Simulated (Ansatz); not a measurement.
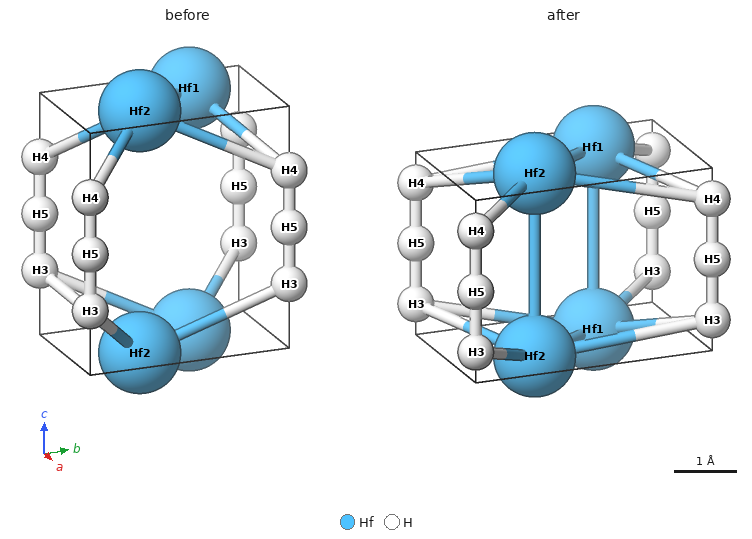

The structure of a crystal of Hf₂H₃ (a generated structure, set up in P6/mmm) (coarse preliminary run) before (left) and after (right) a relaxation, at one scale.

Style: ball-and-stick. Shown: the cell of the calculation, slightly off an axis.

Level of theory: DFT PBE, scalar-relativistic, plane waves, PAW (Ansatz 0.2.0).

Input
```yaml
crystal:
  lattice:
    - [4.26563999, 0.0, 0.0]
    - [-2.13281999, 3.69415259, 0.0]
    - [0.0, 0.0, 3.96283917]
  atoms:
    - { symbol: Hf, position: [0.33333333, 0.66666667, 0.0] }
    - { symbol: Hf, position: [0.66666667, 0.33333333, 0.0] }
    - { symbol: H, position: [0.0, 0.0, 0.26590519] }
    - { symbol: H, position: [0.0, 0.0, 0.73409481] }
    - { symbol: H, position: [0.0, 0.0, 0.5] }
basis:
  ecutwfc: 420
kpoints:
  mp_grid: { grid: [6, 6, 4] }
hamiltonian:
  xc: pbe
scf:
  occupations: { method: gaussian, width: 0.1 }
  lower_state_search: "off"
output:
  forces: true
  stress: true
  eigenvalues: true
relax:
  adjacent_minimum: "off"
  f_tol: 0.04
  max_steps: 70
  cell: { stress_tol: 0.4 }
```

Command:
```bash
ansatz run input.yaml --threads 1 --pin off --max-ram 2560MiB --backend cpu --events-out ev --progress --plain --runs-dir out
```

**Describe what moved and what it gained.**

After 9 accepted moves (12 points after the start) the energy has fallen by 3.112 eV per cell of the calculation. Largest force component: 1.2 eV/Å at the start, 0.0032 eV/Å at the end. Pressure: 14.64 GPa at the start and 0.23 GPa at the end. The line search rejected the trial step at point 6 of the run. The SCF was repeated twice at an unchanged geometry on a basis and grid sized afresh for the cell, which shifted the energy by 50.3 meV per cell of the calculation at most. The largest moves relative to the cell, 0.29 Å, are those of H3 and H4. H4 goes along +c. Hf stays in place. Cell: a = b 4.266 → 5.071 Å (+18.9 %), c 3.963 → 2.991 Å (−24.5 %). Volume +6.7 %. Near-neighbour distances that change, for instance: H3–H4 2.107 → 1.008 Å, Hf1–Hf1 3.963 → 2.991 Å, Hf1–Hf2 2.463 → 2.928 Å, Hf1–H3 2.679 → 2.971 Å. The space group stays P6/mmm (No. 191).

Limits of the set-up: the k-point mesh is coarse for a cell with partly filled bands.
